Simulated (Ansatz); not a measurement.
# One shape, several levels: quartet CH4FSi

Wanted: a comparison of 6 runs (UHF/STO-3G, UB3LYP/6-31G*, U-wB97X/aug-cc-pVDZ, UB2PLYP/aug-cc-pVDZ, UCCSD(T)/aug-cc-pVDZ) of quartet CH4FSi. 

The results are computed with Ansatz 0.2.0.

45 further runs of the same task are left out: 45 set aside as unsound or not needed.

## (1) The molecule

CH4FSi has 7 atoms, charge 0, and is taken as a quartet. SMILES of the parent species: `C[SiH]F`. Geometry: relaxed at PBE0-D4/def2-TZVP. That shape belongs to the parent species and isn't relaxed for this state.

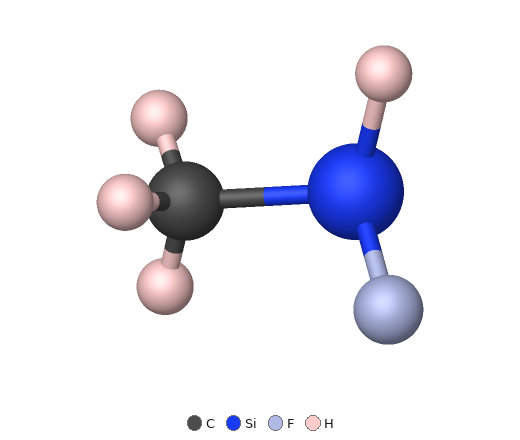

The structure, seen from a chosen angle (carbon dark grey, silicon blue, fluorine light blue, hydrogen pink).

## (2) A single-point energy at UHF/STO-3G (run 1)

File in.yaml:

```yaml
crystal:
  periodic: [false, false, false]
  atoms:
    - {symbol: C, position_ang: [-0.653500, 0.389500, -0.298000]}
    - {symbol: Si, position_ang: [0.917400, -0.594100, -0.104100]}
    - {symbol: F, position_ang: [0.640700, -1.812800, 0.909600]}
    - {symbol: H, position_ang: [-1.444900, -0.207800, -0.754100]}
    - {symbol: H, position_ang: [-0.470200, 1.260900, -0.931700]}
    - {symbol: H, position_ang: [-1.000700, 0.738300, 0.679600]}
    - {symbol: H, position_ang: [2.011300, 0.226000, 0.498700]}
basis:
  gaussian: {orbitals: STO-3G}
magnetization: {spin_polarized: true, initial_magnetization: 3}
hamiltonian: {xc: hf}
accuracy: high
output: {orbitals: {seedname: orbitals}}
```

Launch:

```console
$ ansatz run in.yaml --threads 1 --pin off --max-ram 3480MiB --events-out events.jsonl --progress --plain --runs-dir runs
```

Log:

```text
Warning: RAYON_NUM_THREADS=1 ignored (pool sized by the plan → 1); use --threads N
Functional definition: HF
  name "HF"
  exchange = exact_x
  correlation = 0
434 factors; integrals over basis functions are off by at most 1.2e-8 eV
mean field evaluation 1: about -11504.7868 eV, gradient 1.2e1 eV
mean field evaluation 2: about -11504.9683 eV, gradient 1.2e1 eV
mean field evaluation 4: about -11507.9218 eV, gradient 5.1e0 eV
mean field evaluation 8: about -11509.9004 eV, gradient 5.0e-1 eV
mean field evaluation 16: about -11509.9146 eV, gradient 2.1e-8 eV
mean field evaluation 32: about -11509.6387 eV, gradient 2.1e0 eV
mean field evaluation 64: about -11500.1258 eV, gradient 9.7e0 eV
mean field evaluation 96: about -11501.3873 eV, gradient 1.2e1 eV
mean field evaluation 128: about -11509.9146 eV, gradient 1.7e-5 eV
mean field -11509.91459985 eV, -422.9815598443 hartree, gradient 1.8e-8 eV, S^2 3.752084; 4 other end points of the search recorded, 0 dependent functions left out
reference -11509.91459985 eV, -422.9815598443 hartree; 18, 15 occupied and 5, 8 virtual orbitals, 434 factors
Total energy: -11509.91459985 eV, -422.9815598443 hartree
```

Wall time 0.4 s (1 thread of Arm Neoverse V2, shared host).

## (3) A single-point energy at UB3LYP/6-31G(d) (spherical functions) (run 2)

File run.yaml:

```yaml
basis:
  gaussian: {orbitals: 6-31G_st_-spherical.json}
crystal:
  periodic: [false, false, false]
  atoms:
    - {symbol: C, position_ang: [-0.653500, 0.389500, -0.298000]}
    - {symbol: Si, position_ang: [0.917400, -0.594100, -0.104100]}
    - {symbol: F, position_ang: [0.640700, -1.812800, 0.909600]}
    - {symbol: H, position_ang: [-1.444900, -0.207800, -0.754100]}
    - {symbol: H, position_ang: [-0.470200, 1.260900, -0.931700]}
    - {symbol: H, position_ang: [-1.000700, 0.738300, 0.679600]}
    - {symbol: H, position_ang: [2.011300, 0.226000, 0.498700]}
magnetization: {spin_polarized: true, initial_magnetization: 3}
hamiltonian: {xc: {name: B3LYP}}
accuracy: high
output: {orbitals: {seedname: orbitals}}
```

The basis set 6-31G* is read from a file made from the Basis Set Exchange's data (not shown).

Launch:

```console
$ ansatz run run.yaml --threads 1 --pin off --max-ram 3480MiB --events-out events.jsonl --progress --plain --runs-dir runs
```

Log:

```text
Warning: RAYON_NUM_THREADS=1 ignored (pool sized by the plan → 1); use --threads N
Functional definition: B3LYP
  name "B3LYP"
  parameter a0 = 0.2
  parameter ax = 0.72
  parameter ac = 0.81
  exchange = (1 - a0 - ax)*slater_x + ax*b88_x + a0*exact_x
  correlation = (1 - ac)*vwn_rpa_c + ac*lyp_c
1214 factors; integrals over basis functions are off by at most 3.7e-9 eV
mean field evaluation 1: about -11685.0618 eV, gradient 2.9e1 eV
mean field evaluation 2: about -11680.6102 eV, gradient 4.4e1 eV
mean field evaluation 4: about -11688.7237 eV, gradient 3.1e0 eV
mean field evaluation 8: about -11688.9612 eV, gradient 2.9e-1 eV
mean field evaluation 16: about -11688.9630 eV, gradient 2.8e-3 eV
mean field evaluation 32: about -11688.9630 eV, gradient 4.0e-8 eV
mean field -11688.96303527 eV, -429.5614684825 hartree, gradient 4.0e-8 eV, S^2 3.754180; 2 other end points of the search recorded, 0 dependent functions left out
reference -11688.96307077 eV, -429.5614697871 hartree; 18, 15 occupied and 36, 39 virtual orbitals, 1214 factors
Total energy: -11688.96307077 eV, -429.5614697871 hartree
```

Wall time 9 s (1 thread of Arm Neoverse V2, shared host); peak memory 0.21 GiB.

Run 3 isn't shown in full; the table further down has it.

## (4) A single-point energy at U-wB97X/aug-cc-pVDZ (run 4)

File job.yaml:

```yaml
crystal:
  periodic: [false, false, false]
  atoms:
    - {symbol: C, position_ang: [-0.653500, 0.389500, -0.298000]}
    - {symbol: Si, position_ang: [0.917400, -0.594100, -0.104100]}
    - {symbol: F, position_ang: [0.640700, -1.812800, 0.909600]}
    - {symbol: H, position_ang: [-1.444900, -0.207800, -0.754100]}
    - {symbol: H, position_ang: [-0.470200, 1.260900, -0.931700]}
    - {symbol: H, position_ang: [-1.000700, 0.738300, 0.679600]}
    - {symbol: H, position_ang: [2.011300, 0.226000, 0.498700]}
basis:
  gaussian:
    orbitals: aug-cc-pVDZ
magnetization:
  spin_polarized: true
  initial_magnetization: 3
hamiltonian:
  xc: {name: wB97X}
accuracy: high
output: {orbitals: {seedname: orbitals}}
```

Launch:

```console
$ ansatz run job.yaml --threads 1 --pin off --max-ram 3480MiB --events-out events.jsonl --progress --plain --runs-dir runs
```

Log, shortened:

```text
Warning: RAYON_NUM_THREADS=1 ignored (pool sized by the plan → 1); use --threads N
Functional definition: wB97X
  name "wB97X"
[...]
      + exact_x_lr(omega)
[...]
      + integral(e_c_pw_opposite_spin*poly(b97_u_opposite, 1, cos1, cos2, cos3, cos4))
2190 factors; integrals over basis functions are off by at most 3.6e-9 eV
492 factors; integrals over basis functions are off by at most 1.7e-9 eV
[...]
mean field -11688.28023038 eV, -429.5363758654 hartree, gradient 5.3e-8 eV, S^2 3.756898; 6 other end points of the search recorded, 0 dependent functions left out
reference -11688.28023017 eV, -429.5363758579 hartree; 18, 15 occupied and 91, 94 virtual orbitals, 2190 factors
Total energy: -11688.28023017 eV, -429.5363758579 hartree
```

Wall time 77 s (1 thread of Arm Neoverse V2, shared host); peak memory 0.9 GiB.

Run 5 isn't shown in full; the table further down has it.

## (5) A single-point energy at UCCSD(T)/aug-cc-pVDZ (run 6)

File molecule.yaml:

```yaml
basis:
  gaussian:
    orbitals: aug-cc-pVDZ
crystal:
  periodic: [false, false, false]
  atoms:
    - symbol: C
      position_ang: [-0.653500, 0.389500, -0.298000]
    - symbol: Si
      position_ang: [0.917400, -0.594100, -0.104100]
    - symbol: F
      position_ang: [0.640700, -1.812800, 0.909600]
    - symbol: H
      position_ang: [-1.444900, -0.207800, -0.754100]
    - symbol: H
      position_ang: [-0.470200, 1.260900, -0.931700]
    - symbol: H
      position_ang: [-1.000700, 0.738300, 0.679600]
    - symbol: H
      position_ang: [2.011300, 0.226000, 0.498700]
accuracy: high
correlation:
  method: ccsd_t
  frozen_orbitals: {C: 1, F: 1, H: 0, Si: 5}
scf:
  omitted_lower_state_checks: [cluster_reference, increment]
magnetization:
  spin_polarized: true
  initial_magnetization: 3
```

Launch:

```console
$ ansatz run molecule.yaml --threads 1 --pin off --max-ram 3480MiB --events-out events.jsonl --progress --plain --runs-dir runs
```

Log:

```text
Warning: RAYON_NUM_THREADS=1 ignored (pool sized by the plan → 1); use --threads N
[... 19 lines left out ...]
7 core orbitals not correlated: weight in the atoms' cores, before any rotation towards them, 1.000 or more for the frozen orbitals, at most 0.000 for the correlated occupied ones
[... 46 lines left out ...]
Total energy: -11668.51323032 eV, -428.8099520118 hartree
Checks for a lower state left out: cluster_reference, increment
```

Run time: 3.5 min. Hardware: 1 thread of Arm Neoverse V2, shared host; peak memory 1.9 GiB.

## (6) All runs side by side

```csv
run,level,Cartesian functions,frozen core orbitals,energy (Eh),⟨S²⟩,wall time
1,UHF/STO-3G,no,–,-422.981560,3.752,0.4 s
2,UB3LYP/6-31G* (spherical functions),no,–,-429.561470,3.754,9 s
3,UB3LYP/6-31G* (Cartesian functions),yes,–,-429.566788,3.754,8.7 s
4,U-wB97X/aug-cc-pVDZ,no,–,-429.536376,3.757,77 s
5,UB2PLYP/aug-cc-pVDZ,no,7,-429.346821,3.762,42 s
6,UCCSD(T)/aug-cc-pVDZ,no,7,-428.809952,3.779,3.5 min
```

## (7) What came out

```
                                          quantity          value
                               run 6: total energy  -428.80995 Eh
run 6: correlation energy (7 core orbitals frozen)     -492.9 mEh
                             run 6: (T) correction     -16.02 mEh
          run 6: ⟨S²⟩ of the reference determinant          3.779
                              run 6: T1 diagnostic          0.033
```

In words: Totals of different functionals can't be ranked against each other. In run 1 the basis is minimal, so the values are rough. All runs together took 5.8 min, the longest 3.5 min.
